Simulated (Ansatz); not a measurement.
# C3H7ClSi2: the cost of one run

Method: UKS PBE-D4/STO-3G, in Ansatz 0.2.0.

## 1. The starting structure

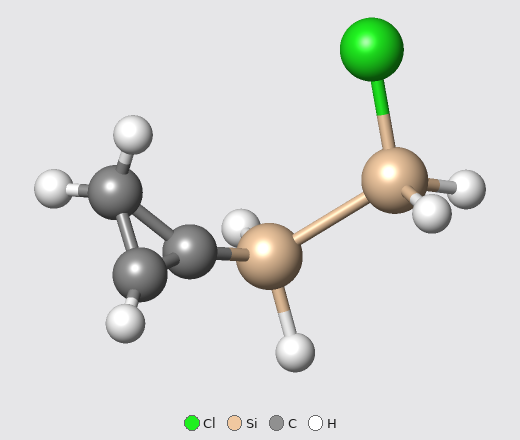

Start, viewed from a chosen angle; chlorine green, silicon light orange, carbon grey, hydrogen white.

Coordinates:

```xyz
13

Cl   -0.6258   -3.1143    0.0126
Si    1.0539   -2.0350    0.3678
Si    0.5796    0.1442    0.9676
C    -0.2074    0.9973   -0.2071
C    -0.3923    1.8014   -1.2205
C    -1.6026    1.2323   -0.7221
H     1.8958   -2.0957   -0.8743
H     1.8164   -2.7503    1.4380
H    -0.1125    0.1576    2.3221
H     1.9061    0.8340    1.2771
H     0.0503    2.4716   -1.8766
H    -2.0284    0.4488   -1.3099
H    -2.3126    1.8733   -0.1599
```

## 2. Preparing the start

The input, input.yaml:

```yaml
crystal:
  periodic: [false, false, false]
  atoms:
    - { symbol: Cl, position_ang: [-0.6258, -3.1143, 0.0126] }
    - { symbol: Si, position_ang: [1.0539, -2.035, 0.3678] }
    - { symbol: Si, position_ang: [0.5796, 0.1442, 0.9676] }
    - { symbol: C, position_ang: [-0.2074, 0.9973, -0.2071] }
    - { symbol: C, position_ang: [-0.3923, 1.8014, -1.2205] }
    - { symbol: C, position_ang: [-1.6026, 1.2323, -0.7221] }
    - { symbol: H, position_ang: [1.8958, -2.0957, -0.8743] }
    - { symbol: H, position_ang: [1.8164, -2.7503, 1.438] }
    - { symbol: H, position_ang: [-0.1125, 0.1576, 2.3221] }
    - { symbol: H, position_ang: [1.9061, 0.834, 1.2771] }
    - { symbol: H, position_ang: [0.0503, 2.4716, -1.8766] }
    - { symbol: H, position_ang: [-2.0284, 0.4488, -1.3099] }
    - { symbol: H, position_ang: [-2.3126, 1.8733, -0.1599] }
magnetization:
  spin_polarized: true
basis:
  gaussian: { orbitals: STO-3G }
hamiltonian:
  xc: pbe
  dispersion: d4
relax:
  f_tol: 0.02
  max_steps: 40
```

Command:

```sh
> ansatz run input.yaml --threads 1 --pin off --max-ram 2048MiB --backend cpu --events-out ev --progress --plain --runs-dir out
```

What time and memory should one allow on 1 thread of AMD EPYC (Zen 3), shared host?

About 1.8 min, with a peak of 0.17 GiB.
